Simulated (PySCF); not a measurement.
Consider BF₅HP.

The calculation's input:

```
{"job": {"kind": "uv", "xc": "PBE0", "basis": "def2-SVPD", "nstates": 6, "ntriplets": 2}, "charge": 0, "multiplicity": 1}
F      1.290994    -1.254195    -0.753312
P      1.073735    -0.209173     0.447521
F      1.617608     1.064596    -0.366829
B     -1.528229     0.213315    -0.078745
F     -1.170491     0.378346    -1.324388
F     -1.666192     1.253487     0.700167
F     -1.947809    -0.955584     0.327894
H      2.339441    -0.481380     1.023126
```

Run with:

```sh
OMP_NUM_THREADS=1 python probes_run.py task.json out
```

Geometry: GFN2-xTB; at this geometry the atoms fall into two loosely joined parts.

All numbers below come from PBE0/def2-SVPD, SCF density, gas phase in PySCF.

Question: What will maps of the electron density and electron localisation function show?

Answer: B–F (1.31 Å): the density is about 2.3 e/Å³ at the midpoint; the ELF peaks at about 0.85 between the atoms, as expected for a shared but strongly polarised pair.

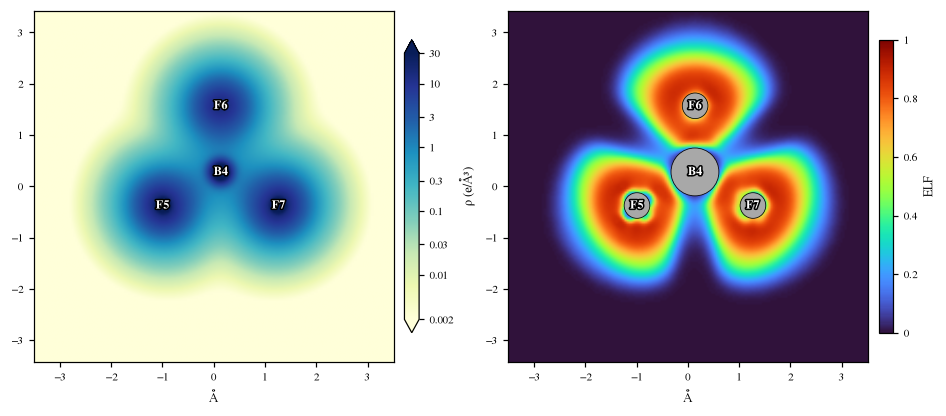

Computed electron density and electron localisation function on the plane of atoms F5, B4 and F7, in this order. Grey discs cover the atomic cores in the ELF map. 
